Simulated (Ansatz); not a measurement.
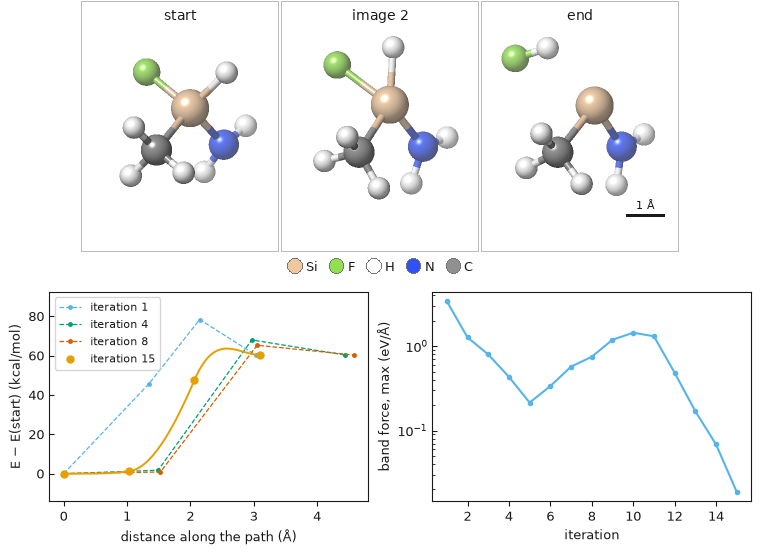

A search for the minimum-energy path of CH6FNSi by the nudged elastic band. Images are numbered from 0 (start) to 3 (end). The plot follows the band through its iterations. Style: ball-and-stick. Shown from a free direction.

The calculation used RKS PBE-D4/cc-pVDZ in Ansatz 0.2.0.

Input
```yaml
crystal:
  periodic: [false, false, false]
  atoms:
    - { symbol: Si, position_ang: [0.14797, 0.031657, -0.106367] }
    - { symbol: F, position_ang: [0.442719, -0.073961, 1.540559] }
    - { symbol: H, position_ang: [1.498583, 0.181061, -0.753121] }
    - { symbol: "N", position_ang: [-0.789022, 1.431254, -0.559483] }
    - { symbol: H, position_ang: [-1.756745, 1.466701, -0.219752] }
    - { symbol: H, position_ang: [-0.352357, 2.345885, -0.399742] }
    - { symbol: C, position_ang: [-0.7774, -1.524712, -0.595876] }
    - { symbol: H, position_ang: [-1.770561, -1.563377, -0.103015] }
    - { symbol: H, position_ang: [-0.930815, -1.557298, -1.692978] }
    - { symbol: H, position_ang: [-0.212072, -2.427713, -0.290926] }
basis:
  gaussian: { orbitals: cc-pVDZ }
hamiltonian:
  xc: pbe
  dispersion: d4
neb:
  order_check: false
  images: 2
  f_tol: 0.05
  max_iterations: 60
  climbing: false
  final_atoms:
    - { symbol: Si, position_ang: [0.26685363, 0.11586178, -0.74986464] }
    - { symbol: F, position_ang: [1.35135697, -0.23347339, 1.69865936] }
    - { symbol: H, position_ang: [1.68298818, 0.04995365, 0.83551015] }
    - { symbol: "N", position_ang: [-0.92673951, 1.37949619, -0.71859069] }
    - { symbol: H, position_ang: [-1.94469352, 1.25473303, -0.67522155] }
    - { symbol: H, position_ang: [-0.66465, 2.36866149, -0.69608314] }
    - { symbol: C, position_ang: [-0.88728209, -1.42045608, -0.73205373] }
    - { symbol: H, position_ang: [-1.38617201, -1.4931764, 0.25907532] }
    - { symbol: H, position_ang: [-1.6760089, -1.35563746, -1.51206301] }
    - { symbol: H, position_ang: [-0.31535275, -2.35646581, -0.89006906] }
  initial_path:
    images:
      - { positions_ang: [[0.14797, 0.031657, -0.106367], [0.442719, -0.073961, 1.540559], [1.498583, 0.181061, -0.753121], [-0.789022, 1.431254, -0.559483], [-1.756745, 1.466701, -0.219752], [-0.352357, 2.345885, -0.399742], [-0.7774, -1.524712, -0.595876], [-1.770561, -1.563377, -0.103015], [-0.930815, -1.557298, -1.692978], [-0.212072, -2.427713, -0.290926]] }
      - { positions_ang: [[0.05296468, 0.009312, -0.04003228], [0.83504687, -0.03220467, 1.48682763], [1.58660433, 0.05821766, -0.02991065], [-0.83850155, 1.46824555, -0.57813407], [-1.84435245, 1.44412773, -0.6415302], [-0.34720571, 2.38748309, -0.57380361], [-0.8493381, -1.52429743, -0.61485547], [-1.50317402, -1.88250477, 0.11874895], [-1.41615519, -1.33694814, -1.47288144], [-0.17558887, -2.28193403, -0.83512987]] }
      - { positions_ang: [[0.09259256, 0.03738026, -0.25453149], [1.13792619, -0.08537547, 1.53952775], [1.64807273, 0.01451521, 0.49963307], [-0.88440739, 1.45099294, -0.63116996], [-1.90700195, 1.37347174, -0.79335338], [-0.45130337, 2.39507525, -0.67258399], [-0.88596547, -1.48954545, -0.66024805], [-1.37504435, -1.85910457, 0.23944572], [-1.66455316, -1.26972796, -1.41257644], [-0.21001578, -2.25818496, -1.03484423]] }
      - { positions_ang: [[0.26685363, 0.11586178, -0.74986464], [1.35135697, -0.23347339, 1.69865936], [1.68298818, 0.04995365, 0.83551015], [-0.92673951, 1.37949619, -0.71859069], [-1.94469352, 1.25473303, -0.67522155], [-0.66465, 2.36866149, -0.69608314], [-0.88728209, -1.42045608, -0.73205373], [-1.38617201, -1.4931764, 0.25907532], [-1.6760089, -1.35563746, -1.51206301], [-0.31535275, -2.35646581, -0.89006906]] }
```

Launched with:
```bash
ansatz run input.yaml --threads 2 --pin off --max-ram 3072MiB --backend cpu --events-out ev --progress --plain --runs-dir out
```

Q: How did the profile develop, and is the result final?

A: The run is converged, with reservations. The band converged in 15 iterations. The largest component of the band force went from 3.4 to 0.019 eV/Å. So few images resolve the path coarsely. The first iteration put the highest image at 78.4 kcal/mol. No barrier shows: the energy is highest at the end, and the end lies 60.3 kcal/mol above the start.

Cost: 19 s on 2 threads of AMD EPYC 9R45 96-Core Processor (Zen 5), on a shared host, peak memory 0.15 GiB.
